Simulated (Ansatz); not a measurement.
**CHB$_{2}$Se (SMILES C#[B-]B=[Se]) (charge −1): density, localisation and related maps**

The calculation's input:

```
crystal:
  periodic: [false, false, false]
  atoms:
    - {symbol: C, position_ang: [0.000000, 0.000000, -1.580741]}
    - {symbol: B, position_ang: [0.000000, 0.000000, 1.343468]}
    - {symbol: B, position_ang: [0.000000, 0.000000, -0.244321]}
    - {symbol: Se, position_ang: [0.000000, 0.000000, 3.139772]}
    - {symbol: H, position_ang: [0.000000, 0.000000, -2.658177]}
basis:
  gaussian:
    orbitals: def2-TZVPD
hamiltonian:
  xc: pbe0
output: {forces: true, orbitals: {seedname: orbitals}}
total_charge: -1
```

Run with:

```sh
ansatz run input.yaml --threads 2 --pin off --max-ram 4350MiB --events-out events.jsonl --progress --plain --runs-dir runs
```

Geometry: B3LYP-D3(BJ)/def2-SVPD.

Computed with isolated molecule in a Gaussian basis; Kohn-Sham density functional theory, functional PBE0 in Ansatz.

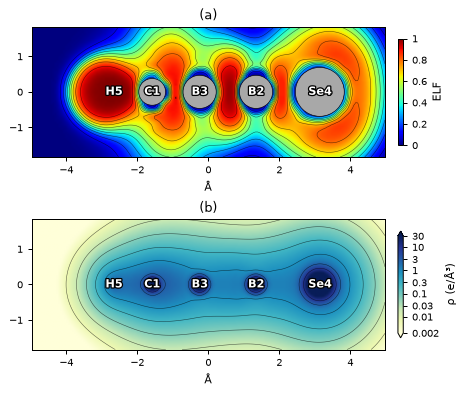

Figure 1. (a) ELF; (b) total electron density on a plane that holds the molecular axis. Grey discs cover the atomic cores in the ELF map.

What does the map show?

Answer. The section cuts through C, B, Se and H sites.
C–B (1.34 Å): the density is about 1.9 e/Å³ at the midpoint; the ELF peaks at about 0.90 between the atoms; a covalent bond.
B–B (1.59 Å): the density is about 1.2 e/Å³ at the midpoint; the ELF peaks at about 1 between the atoms: localised, covalent bonding.
B–Se (1.80 Å): ρ is about 1.2 e/Å³ halfway; the ELF peaks at about 0.85 between the atoms (localised, covalent bonding).
C–H (1.08 Å): ρ is about 2 e/Å³ halfway; the ELF climbs to about 1 towards the hydrogen, as it does in any bond to H; an ordinary covalent bond to hydrogen.
The ELF also peaks beside Se4, away from the bonds: lone-pair regions.

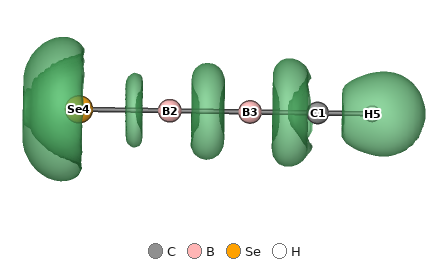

Figure 2. Isosurface of the electron localisation function at 0.8 (green), seen from one side. Core shells and regions of very low density are left out.

Describe the localisation domains.

Answer. At this value the surface marks out one region between bonded B–B atoms (shared pairs), one region between bonded B–C atoms (shared pairs), one region between bonded B–Se atoms (shared pairs), one region around a hydrogen nucleus and one ring or bowl of non-bonding electrons around Se.

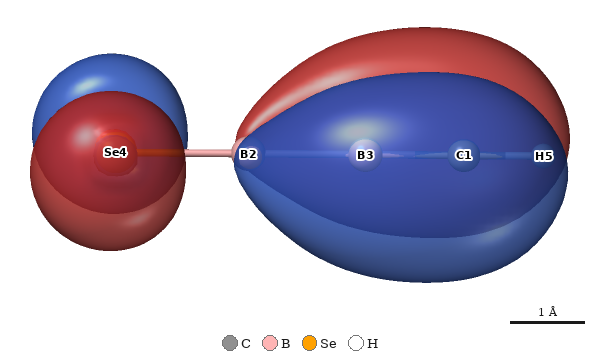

Figure 3. The HOMO at ±0.06 Å⁻³ᐟ² (blue and red are the two phases), seen from one side.

Describe this orbital and give its energy.

Answer. It lies mainly on C1 (about 45 %), B3 (about 30 %) and Se4 (about 10 %); it vanishes on the molecular axis (π type); π-bonding across C1–B3. It is one of a degenerate set, so its orientation is arbitrary. Its energy is −1.44 eV.
